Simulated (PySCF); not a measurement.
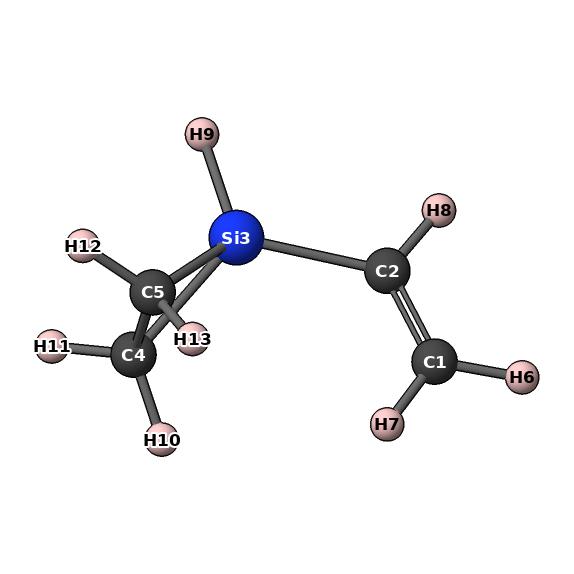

The questions are on isotropic NMR shieldings of the C atoms. The computed structure is the end point of a GFN2-xTB optimisation. No frequency run is at hand to confirm it as a minimum. Properties computed with GIAO PBE0/pcSseg-1 NMR shielding, non-relativistic, gas phase (PySCF 2.14.0).

**Which C atom is the most shielded (lowest chemical shift)?**

C4, C5 (186.7 to 187.2 ppm).

**Which C atom is the least shielded (highest chemical shift)?**

C1 (46.8 ppm).

**How wide is the range of C shifts?**

140.4 ppm.

List the isotropic NMR shieldings of the C atoms.

| atom | σ (ppm) |
| --- | --- |
| C1 | 46.8 |
| C2 | 49.6 |
| C4 | 187.2 |
| C5 | 186.7 |

The geometry is semi-empirical. Around Si such bond lengths and angles can be off by a tenth of an ångström or more and by several degrees, and values that hang on the shape move with them.
